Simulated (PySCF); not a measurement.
## A study: C₂H₆S, SMILES `CSC`

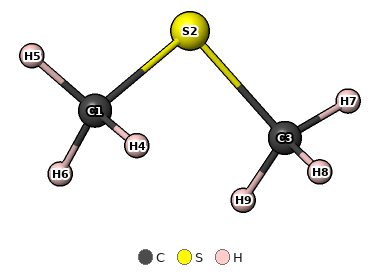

The molecule, with its atoms numbered as below. No frequency check shows the geometry to be a minimum.

Geometry (Å), atoms numbered from 1:

```
C1       1.3767    0.5180    0.0005
S2      -0.0001   -0.6641    0.0000
C3      -1.3766    0.5180   -0.0005
H4       1.3268    1.1341    0.8942
H5       2.2924   -0.0633   -0.0022
H6       1.3275    1.1339   -0.8932
H7      -2.2923   -0.0632    0.0022
H8      -1.3272    1.1342    0.8932
H9      -1.3267    1.1341   -0.8942
```

### 1. Bonding charge

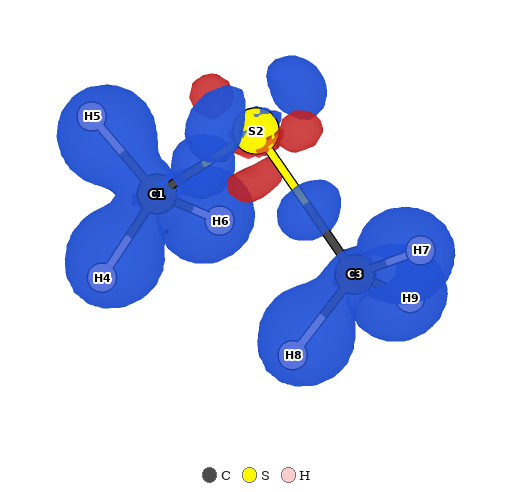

Deformation density (molecule less spherical, spin-averaged free atoms at the same positions), surfaces at ±0.15 e/Å³; blue: gain, red: loss.

Method: ωB97X/def2-TZVP; geometry: GFN2-xTB; program: PySCF.

Describe the bonding that the map shows.

Answer. C1–H5 and C3–H7: +0.75 e/Å³ at the bond critical point (bond length 1.08 Å, Mayer order 1.0). C1–H6, C1–H4, C3–H9 and C3–H8: +0.76 e/Å³ at the bond critical point (bond length 1.09 Å, Mayer order 1.0). S2–C3 and C1–S2: +0.29 e/Å³ at the bond critical point (bond length 1.81 Å, Mayer order 1.1). In all, 2.1 electrons gather in the regions of gain relative to the promolecule.

Where do the Hirshfeld charges lie?

Answer. The highest Hirshfeld charge is on H5 and H7 (+0.05 e), the lowest on C1 and C3 (−0.14 e).

### 2. Bond critical points

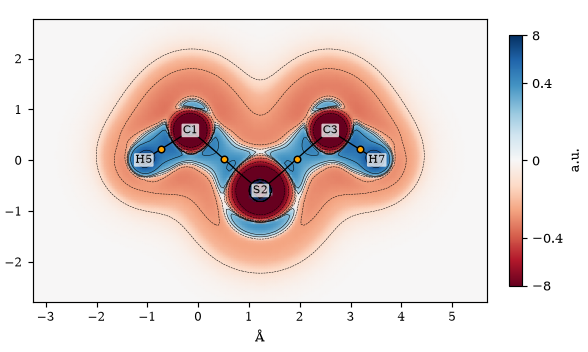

Negative Laplacian of the density (−∇²ρ) in the plane of C1, S2, C3, H5 and H7 (blue positive, red negative, colour scale in a.u., logarithmic beyond ±0.04), with bond paths and bond critical points (dots).

Sort the bonds in the plane by the sign of ∇²ρ at their critical points.

Answer. Concentrated (∇²ρ < 0): C1–H5 and C3–H7 (−0.99 a.u.); S2–C3 and C1–S2 (−0.32 a.u.). At none is it depleted.

Where along C1–H5 does the critical point lie?

Answer. 0.70 Å from C1 and 0.39 Å from H5.

### 3. Local ionisation energy

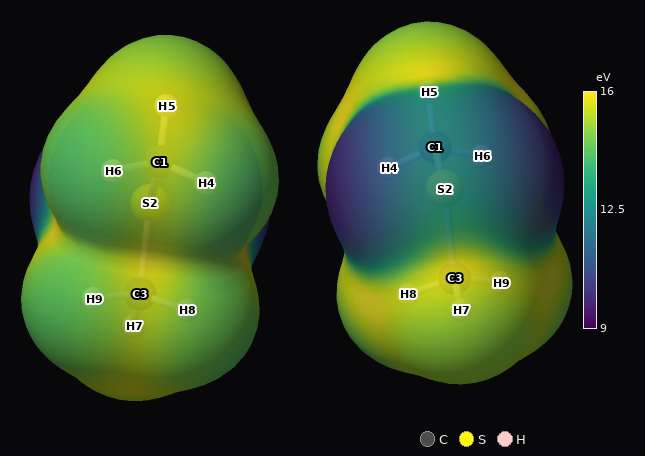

Average local ionisation energy on the surface of electron density 0.001 a.u. (back view left, front view right).

Locate the minima of the map.

Answer. The lowest value is 9.7 eV, 2.3 Å from S2, and at like points elsewhere. Further minima include 14.2 eV, 1.4 Å from H8, and at like points elsewhere. For comparison, the highest occupied orbital lies at −8.6 eV.

### 4. In an electric field

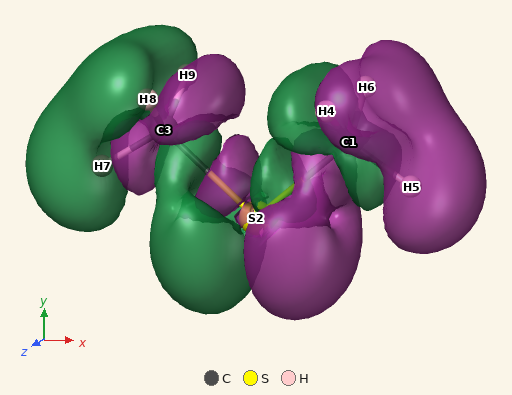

Change of the electron density in a uniform field of 0.21 V/Å, surfaces at ±0.001 e/Å³ (green: gain, purple: loss).

Computed with PySCF, ωB97X/def2-TZVP, geometry: GFN2-xTB. A basis without diffuse functions makes polarisabilities too small.

Along which Cartesian direction does the field point?

Answer. Along +x: electrons gather on the −x side, against the field.

What dipole is induced, and what polarisability does it imply?

Answer. The induced dipole is 0.53 D (along the field); α along this axis, from the fields in both directions, is 52 bohr³ (7.7 Å³).

Which atoms gain and lose the most charge?

Answer. Electrons gather most on H7 (Hirshfeld charge changes by −0.009 e) and leave H5 most (+0.009 e); 0.049 electrons are displaced in all.

### 5. Removing or adding an electron

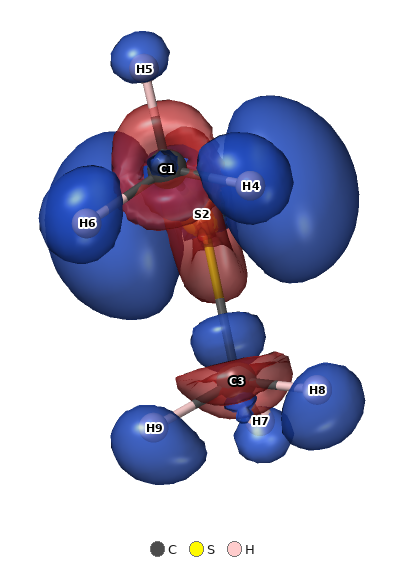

Fukui function f⁻ = ρ(N) − ρ(N−1) at fixed geometry, surfaces at ±0.03 e/Å³ (blue positive, red negative).

On which atoms does the density change most on removal of an electron?

Answer. f⁻ (Hirshfeld-condensed) is largest on S2 (0.54); the vertical ionisation energy is 8.63 eV (the stability of the cation's solution wasn't checked). Condensed values hint at sites of electrophilic attack but needn't mark the atom that reacts. Orbital relaxation makes it negative in places (0.19 e in all).

The PySCF runs shown took 13 s, 27 s and 29 s on 1 thread of Intel(R) Xeon(R) Platinum 8259CL CPU @ 2.50GHz (Skylake/Cascade Lake), on a shared host.
